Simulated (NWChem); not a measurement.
**Energy and gradient calculation of C$_{4}$H$_{4}$O (part 2 of 2)**

C$_{4}$H$_{4}$O, SMILES C#COC=C; MP2/STO-3G, RHF (NWChem 7.3.0). The geometry comes from this level: PBE0-D4/def2-TZVP.

Geometry of the input (Å):
```
C  1.5147  2.1740  -0.0904
C  0.6058  1.4107  0.0705
O  -0.4036  0.6217  0.2606
C  -0.2327  -0.7133  -0.0567
C  -1.2193  -1.5706  0.1118
H  2.3174  2.8559  -0.2310
H  0.7525  -0.9553  -0.4382
H  -2.1812  -1.2600  0.4987
H  -1.0652  -2.6093  -0.1422
```

## Log, continued
```
 Vector   11  Occ=2.000000D+00  E=-6.366580D-01
              MO Center=  1.5D+00,  2.0D+00, -1.3D-01, r^2= 3.3D+00
   Bfn.  Coefficient  Atom+Function         Bfn.  Coefficient  Atom+Function
  ----- ------------  ---------------      ----- ------------  ---------------
    26      0.437640  6 H  s                  3      0.353865  1 C  px
     4      0.305208  1 C  py                 2      0.229552  1 C  s
     8     -0.179531  2 C  px                 7     -0.157585  2 C  s

 Vector   12  Occ=2.000000D+00  E=-5.939068D-01
              MO Center= -8.8D-01, -7.4D-01,  1.6D-01, r^2= 2.5D+00
   Bfn.  Coefficient  Atom+Function         Bfn.  Coefficient  Atom+Function
  ----- ------------  ---------------      ----- ------------  ---------------
    23      0.367565  5 C  px                19     -0.323252  4 C  py
    14      0.288669  3 O  py                28     -0.277263  8 H  s
    13     -0.251363  3 O  px                18     -0.245629  4 C  px
    24      0.218990  5 C  py                29     -0.163198  9 H  s

 Vector   13  Occ=2.000000D+00  E=-5.670168D-01
              MO Center= -1.7D-01,  5.7D-01,  1.7D-01, r^2= 1.3D+00
   Bfn.  Coefficient  Atom+Function         Bfn.  Coefficient  Atom+Function
  ----- ------------  ---------------      ----- ------------  ---------------
    15      0.693312  3 O  pz                10      0.308815  2 C  pz
    20      0.278935  4 C  pz                13      0.235282  3 O  px

 Vector   14  Occ=2.000000D+00  E=-5.384059D-01
              MO Center= -9.9D-01, -1.2D+00,  1.1D-01, r^2= 2.9D+00
   Bfn.  Coefficient  Atom+Function         Bfn.  Coefficient  Atom+Function
  ----- ------------  ---------------      ----- ------------  ---------------
    24      0.451466  5 C  py                29     -0.425019  9 H  s
    13      0.310893  3 O  px                28      0.270963  8 H  s
    12     -0.266108  3 O  s                  9     -0.179103  2 C  py

 Vector   15  Occ=2.000000D+00  E=-4.844277D-01
              MO Center= -3.0D-01, -2.1D-01,  6.5D-02, r^2= 2.7D+00
   Bfn.  Coefficient  Atom+Function         Bfn.  Coefficient  Atom+Function
  ----- ------------  ---------------      ----- ------------  ---------------
    13      0.436219  3 O  px                27     -0.374764  7 H  s
    18     -0.310458  4 C  px                23      0.285188  5 C  px
     9     -0.275573  2 C  py                28     -0.269862  8 H  s
    14     -0.217591  3 O  py                12     -0.215928  3 O  s
    15     -0.190323  3 O  pz

 Vector   16  Occ=2.000000D+00  E=-3.629344D-01
              MO Center=  6.2D-02,  1.5D-01,  9.4D-03, r^2= 4.0D+00
   Bfn.  Coefficient  Atom+Function         Bfn.  Coefficient  Atom+Function
  ----- ------------  ---------------      ----- ------------  ---------------
    20      0.461137  4 C  pz                25      0.431200  5 C  pz
    10     -0.388765  2 C  pz                 5     -0.378906  1 C  pz
    18      0.156558  4 C  px

 Vector   17  Occ=2.000000D+00  E=-3.236424D-01
              MO Center=  8.3D-01,  1.6D+00,  2.8D-02, r^2= 1.7D+00
   Bfn.  Coefficient  Atom+Function         Bfn.  Coefficient  Atom+Function
  ----- ------------  ---------------      ----- ------------  ---------------
     4      0.451753  1 C  py                 9      0.388618  2 C  py
     8     -0.336720  2 C  px                 3     -0.335020  1 C  px
    13      0.293232  3 O  px                12     -0.204406  3 O  s
     5      0.201556  1 C  pz                10      0.189889  2 C  pz
    14     -0.185505  3 O  py                19      0.167328  4 C  py

 Vector   18  Occ=2.000000D+00  E=-2.694754D-01
              MO Center=  1.2D-01,  5.6D-01,  7.0D-02, r^2= 3.8D+00
   Bfn.  Coefficient  Atom+Function         Bfn.  Coefficient  Atom+Function
  ----- ------------  ---------------      ----- ------------  ---------------
    15      0.542893  3 O  pz                 5     -0.475548  1 C  pz
    25     -0.416241  5 C  pz                10     -0.273899  2 C  pz
    20     -0.255118  4 C  pz                13      0.184562  3 O  px
     3     -0.161705  1 C  px

 Vector   19  Occ=0.000000D+00  E= 3.048780D-01
              MO Center= -6.2D-01, -9.5D-01,  2.8D-02, r^2= 1.9D+00
   Bfn.  Coefficient  Atom+Function         Bfn.  Coefficient  Atom+Function
  ----- ------------  ---------------      ----- ------------  ---------------
    20      0.747404  4 C  pz                25     -0.731528  5 C  pz
    18      0.253763  4 C  px                23     -0.248375  5 C  px
     5      0.195533  1 C  pz                15     -0.171606  3 O  pz
    10     -0.167098  2 C  pz

 Vector   20  Occ=0.000000D+00  E= 3.940048D-01
              MO Center=  8.9D-01,  1.6D+00,  6.9D-03, r^2= 1.9D+00
   Bfn.  Coefficient  Atom+Function         Bfn.  Coefficient  Atom+Function
  ----- ------------  ---------------      ----- ------------  ---------------
     4      0.597721  1 C  py                 9     -0.573985  2 C  py
     3     -0.479864  1 C  px                 8      0.473703  2 C  px
    17     -0.318442  4 C  s                 12      0.286284  3 O  s
    19     -0.281003  4 C  py                 5      0.279269  1 C  pz
    10     -0.272570  2 C  pz

 Vector   21  Occ=0.000000D+00  E= 4.286342D-01
              MO Center=  8.8D-01,  1.6D+00,  1.2D-02, r^2= 1.6D+00
   Bfn.  Coefficient  Atom+Function         Bfn.  Coefficient  Atom+Function
  ----- ------------  ---------------      ----- ------------  ---------------
    10     -0.799298  2 C  pz                 5      0.729763  1 C  pz
    15      0.334217  3 O  pz                 8     -0.271825  2 C  px
     3      0.248193  1 C  px                20     -0.173735  4 C  pz
     9      0.155218  2 C  py

 Vector   22  Occ=0.000000D+00  E= 4.919632D-01
              MO Center=  4.3D-01,  6.8D-01, -1.2D-02, r^2= 3.5D+00
   Bfn.  Coefficient  Atom+Function         Bfn.  Coefficient  Atom+Function
  ----- ------------  ---------------      ----- ------------  ---------------
     7      0.921517  2 C  s                  2     -0.761860  1 C  s
    12     -0.658119  3 O  s                 13     -0.472153  3 O  px
    26      0.456195  6 H  s                 19      0.412827  4 C  py
    29      0.310214  9 H  s                 27      0.255010  7 H  s
    18     -0.252109  4 C  px                28     -0.247572  8 H  s

 Vector   23  Occ=0.000000D+00  E= 6.085693D-01
              MO Center=  3.2D-01,  4.1D-01, -2.7D-02, r^2= 6.3D+00
   Bfn.  Coefficient  Atom+Function         Bfn.  Coefficient  Atom+Function
  ----- ------------  ---------------      ----- ------------  ---------------
     2      0.867036  1 C  s                 26     -0.690330  6 H  s
     7     -0.519017  2 C  s                 27      0.521422  7 H  s
    28     -0.508264  8 H  s                 19      0.411722  4 C  py
    29      0.407275  9 H  s                 24      0.396234  5 C  py
    14      0.379762  3 O  py                18     -0.304663  4 C  px

 Vector   24  Occ=0.000000D+00  E= 6.565946D-01
              MO Center=  2.7D-01, -2.7D-01, -1.4D-01, r^2= 2.3D+00
   Bfn.  Coefficient  Atom+Function         Bfn.  Coefficient  Atom+Function
  ----- ------------  ---------------      ----- ------------  ---------------
    17      1.175010  4 C  s                 27     -0.949865  7 H  s
    14      0.509284  3 O  py                22     -0.381213  5 C  s
    18      0.378307  4 C  px                12     -0.367346  3 O  s
     2      0.320732  1 C  s                 26     -0.294977  6 H  s
     9     -0.235896  2 C  py                19      0.231790  4 C  py

 Vector   25  Occ=0.000000D+00  E= 6.820144D-01
              MO Center= -1.5D+00, -1.8D+00,  1.5D-01, r^2= 1.6D+00
   Bfn.  Coefficient  Atom+Function         Bfn.  Coefficient  Atom+Function
  ----- ------------  ---------------      ----- ------------  ---------------
    22      1.255697  5 C  s                 29     -0.889968  9 H  s
    28     -0.878020  8 H  s                 23     -0.403556  5 C  px
    24     -0.381195  5 C  py                18      0.213535  4 C  px
    21     -0.193760  5 C  s                 19      0.167142  4 C  py
    27     -0.166921  7 H  s

 Vector   26  Occ=0.000000D+00  E= 7.617585D-01
              MO Center=  7.1D-01,  1.3D+00,  3.6D-03, r^2= 4.6D+00
   Bfn.  Coefficient  Atom+Function         Bfn.  Coefficient  Atom+Function
  ----- ------------  ---------------      ----- ------------  ---------------
    26      0.825757  6 H  s                  7     -0.643925  2 C  s
     2     -0.536934  1 C  s                  3     -0.520413  1 C  px
    14      0.499731  3 O  py                 8      0.466160  2 C  px
    13      0.408816  3 O  px                29      0.403254  9 H  s
    24      0.393233  5 C  py                 4     -0.384546  1 C  py

 Vector   27  Occ=0.000000D+00  E= 9.261001D-01
              MO Center= -7.5D-01, -1.1D+00,  3.8D-02, r^2= 2.1D+00
   Bfn.  Coefficient  Atom+Function         Bfn.  Coefficient  Atom+Function
  ----- ------------  ---------------      ----- ------------  ---------------
    19      0.802081  4 C  py                23      0.800985  5 C  px
    28      0.650274  8 H  s                 29     -0.584421  9 H  s
    24     -0.493839  5 C  py                27      0.474493  7 H  s
    14      0.449904  3 O  py                25     -0.367848  5 C  pz
    17     -0.290300  4 C  s                 18     -0.272454  4 C  px

 Vector   28  Occ=0.000000D+00  E= 9.922991D-01
              MO Center= -6.9D-01, -1.0D+00,  3.9D-02, r^2= 1.2D+00
   Bfn.  Coefficient  Atom+Function         Bfn.  Coefficient  Atom+Function
  ----- ------------  ---------------      ----- ------------  ---------------
    18      1.014196  4 C  px                22      0.905451  5 C  s
    17     -0.854011  4 C  s                 24      0.853685  5 C  py
    23      0.712791  5 C  px                19      0.532288  4 C  py
    27     -0.314165  7 H  s                 20     -0.240988  4 C  pz
     7      0.194303  2 C  s                 29      0.185996  9 H  s

 center of mass
 --------------
 x =   0.03857370 y =   0.65474696 z =   0.11877148

 moments of inertia (a.u.)
 ------------------
         477.103799661545        -291.987936420705          22.116193134753
        -291.987936420705         237.856140672543           7.781233371393
          22.116193134753           7.781233371393         702.945909261749

  Mulliken analysis of the total density
  --------------------------------------

    Atom       Charge   Shell Charges
 -----------   ------   -------------------------------------------------------
    1 C    6     6.14   1.99  1.07  3.08
    2 C    6     5.91   1.99  1.01  2.91
    3 O    8     8.23   2.00  1.77  4.47
    4 C    6     5.91   1.99  1.12  2.80
    5 C    6     6.15   1.99  1.14  3.01
    6 H    1     0.89   0.89
    7 H    1     0.92   0.92
    8 H    1     0.92   0.92
    9 H    1     0.92   0.92

       Multipole analysis of the density wrt the origin
       ------------------------------------------------

     L   x y z        total         open         nuclear
     -   - - -        -----         ----         -------
     0   0 0 0     -0.000000      0.000000     36.000000

     1   1 0 0      0.253340      0.000000      1.144607
     1   0 1 0     -0.407150      0.000000     20.427371
     1   0 0 1     -0.165177      0.000000      3.747894

     2   2 0 0    -18.650419      0.000000    136.932233
     2   1 1 0      1.480967      0.000000    167.094588
     2   1 0 1     -0.424037      0.000000    -14.094437
     2   0 2 0    -18.864569      0.000000    281.073069
     2   0 1 1     -0.139934      0.000000     -2.127087
     2   0 0 2    -20.632458      0.000000      4.395055

                   NWChem MP2 Semi-direct Energy/Gradient Module
                   ---------------------------------------------

                                       C4H4O

  Basis functions       =     29
  Molecular orbitals    =     29
  Frozen core           =      5
  Frozen virtuals       =      0
  Active alpha occupied =     13
  Active beta occupied  =     13
  Active alpha virtual  =     11
  Active beta virtual   =     11
  Use MO symmetry       = F
  Use skeleton AO sym   = F

  AO/Fock/Back tols     =   1.0D-11  1.0D-11  1.0D-11

 GA uses MA = F    GA memory limited = T

 Available:
  local mem=  1.26D+08
 global mem=  1.44D+08
 local disk=  0.00D+00
   1 passes of  13:        3145728                      10128                    471388.
   1 passes of  13: M    126155060           G      144174816           F     123009332.

 Semi-direct pass number   1 of   1  for RHF alpha+beta  at        2.8s
 Done moints_semi at        3.1s
 Done maket at        3.1s
 Done pijab at        3.1s
 Done wijab at        3.1s
 Done lai at        3.1s
 Done nonsep at        3.9s
 Done multipass loop at        3.9s

          -------------------------------------------
          SCF energy                -225.627964933648
          Correlation energy          -0.297030039860
          Singlet pairs               -0.209806621718
          Triplet pairs               -0.087223418142
          Total MP2 energy          -225.924994973507
          -------------------------------------------

          ---------------------------------------------------
                    Spin Component Scaled (SCS) MP2
          Same spin pairs                     -0.058148945428
          Same spin scaling factor             0.333333333333
          Opposite spin pairs                 -0.238881094432
          Opposite spin scaling fact.          1.200000000000
          SCS-MP2 correlation energy          -0.306040295127
          Total SCS-MP2 energy              -225.934005228775
          ---------------------------------------------------

 Start laifock at        3.9s
 Done laifock at        4.0s
                                NWChem CPHF Module
                                ------------------

    scftype = RHF
    nclosed =   18
      nopen =    0
  variables =      198
  tolerance =   1.0D-06
  max. iter =  100

 SCF residual:    3.9390541823136461E-010

            ----- linear solve (tol: 1.0E-06 prod-acc: 4.6E-14) -----

               iter nbas    rnorm     rnorm-scal   ratio     time
               ---- ---- ----------- ----------- --------- -------
                  1    1  2.5640E-02  3.9917E-01    0.0000     4.2
                  2    2  6.4638E-03  1.0063E-01    0.2521     4.3
                  3    3  3.9721E-03  6.1838E-02    0.6145     4.4
                  4    4  1.5282E-03  2.3791E-02    0.3847     4.5
                  5    5  4.0175E-04  6.2545E-03    0.2629     4.5
                  6    6  1.0712E-04  1.6676E-03    0.2666     4.6
                  7    7  3.1781E-05  4.9477E-04    0.2967     4.7
                  8    8  5.0784E-06  7.9062E-05    0.1598     4.8
                  9    9  7.9688E-07  1.2406E-05    0.1569     4.9
                 10   10  2.0537E-07  3.1973E-06    0.2577     4.9
                 11   11  4.0936E-08  6.3729E-07    0.1993     5.0

 CPHF converged to   6.4D-07 in   11 iters

 Start make_tot_dens at        5.0s
 Done make_tot_dens at        5.0s
                Dipole Moments (a.u.)
                --------------
         Nuclear       SCF       SCF+MP2
       ----------- ----------- -----------
 X       1.144607    0.253340    0.200343
 Y      20.427371   -0.407150   -0.369029
 Z       3.747894   -0.165177   -0.139745

 MP2 RHF      natural orbital occupation numbers

              1
    1    2.0000
    2    2.0000
    3    2.0000
    4    2.0000
    5    2.0000
    6    1.9975
    7    1.9917
    8    1.9913
    9    1.9899
   10    1.9892
   11    1.9879
   12    1.9872
   13    1.9838
   14    1.9820
   15    1.9790
   16    1.9513
   17    1.9430
   18    1.9427
   19    0.0600
   20    0.0591
   21    0.0531
   22    0.0235
   23    0.0196
   24    0.0157
   25    0.0118
   26    0.0117
   27    0.0112
   28    0.0101
   29    0.0077

  MP2 natural orbitals output to ./work.mp2nos

                         mp2 ENERGY GRADIENTS

    atom               coordinates                        gradient
                 x          y          z           x          y          z
   1 C       2.862368   4.108264  -0.170831   -0.025747  -0.022613   0.004366
   2 C       1.144796   2.665836   0.133226   -0.036735  -0.015930   0.009398
   3 O      -0.762693   1.174843   0.492463    0.084523   0.005130  -0.027746
   4 C      -0.439739  -1.347942  -0.107147   -0.028934  -0.002566   0.009332
   5 C      -2.304143  -2.968004   0.211271    0.021521   0.023780  -0.002691
   6 H       4.379251   5.396868  -0.436527   -0.009473  -0.008880   0.001497
   7 H       1.422019  -1.805255  -0.828078   -0.015838   0.011064   0.007526
   8 H      -4.121870  -2.381055   0.942406    0.010438  -0.002839  -0.004095
   9 H      -2.012936  -4.930862  -0.268719    0.000245   0.012855   0.002412

                 ----------------------------------------
                 |  Time  |  1-e(secs)   |  2-e(secs)   |
                 ----------------------------------------
                 |  CPU   |       0.00   |       0.22   |
                 ----------------------------------------
                 |  WALL  |       0.00   |       0.22   |
                 ----------------------------------------
 -----------------------
 Task  times  cpu:        5.3s     wall:        5.3s
 Total times  cpu:        5.3s     wall:        5.3s
```

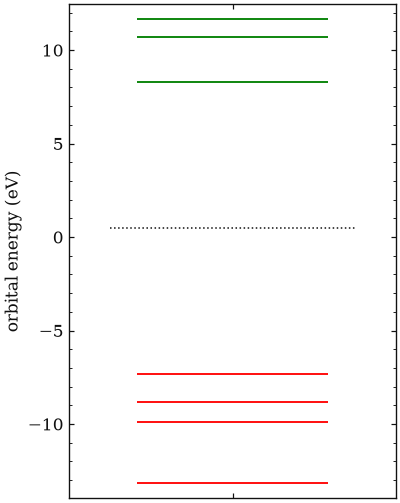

**Figure 1.** Orbital energies near the frontier (SCF reference); the dotted line parts filled from empty levels, and levels within 0.02 eV of each other stand side by side. Highest filled −7.33 eV, lowest empty 8.30 eV, 15.63 eV apart.
